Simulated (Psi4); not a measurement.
Two rigid molecules brought together: CH2O2 ··· CHN (SMILES O=CO and C#N), singlet. Monomers: optimised at B3LYP-D3(BJ) (def2-TZVP), held rigid. Orientation: a random orientation, not optimised. The monomers approach along the line of their centres of mass (distance R); nothing else relaxes.

Geometry at R = 3.73 Å (first 5 atoms: monomer A):
```
8

O      0.8136    -0.5324    -0.0621
C     -0.4198     0.0009    -0.0491
O     -0.6803     1.1288     0.2544
H      1.4376     0.1588     0.2164
H     -1.1510    -0.7561    -0.3596
C     -3.9779     0.0603     0.5172
N     -3.3390    -0.0666     1.4603
H     -4.5725     0.1784    -0.3605
```

Level of theory: SAPT0/jun-cc-pVDZ, frozen core run with Psi4 1.11.

Components in kJ/mol:

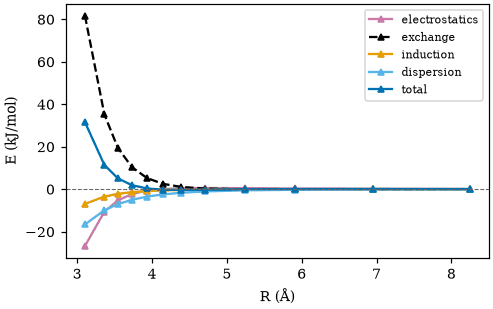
Figure. Components of the interaction energy.

```tsv
R / Å	electrostatics	exchange	induction	dispersion	total
3.10	-26.71	81.77	-6.88	-16.54	31.65
3.36	-10.53	35.27	-3.42	-9.87	11.45
3.54	-5.21	19.51	-2.14	-6.99	5.18
3.73	-2.22	10.37	-1.33	-4.91	1.92
3.93	-0.63	5.30	-0.83	-3.44	0.40
4.14	0.15	2.60	-0.52	-2.40	-0.17
4.39	0.51	1.10	-0.32	-1.60	-0.30
4.70	0.62	0.37	-0.18	-1.00	-0.19
5.24	0.54	0.05	-0.08	-0.48	0.04
5.91	0.40	0.00	-0.04	-0.21	0.16
6.95	0.26	0.00	-0.01	-0.07	0.18
8.24	0.16	0.00	0.00	-0.03	0.13
```
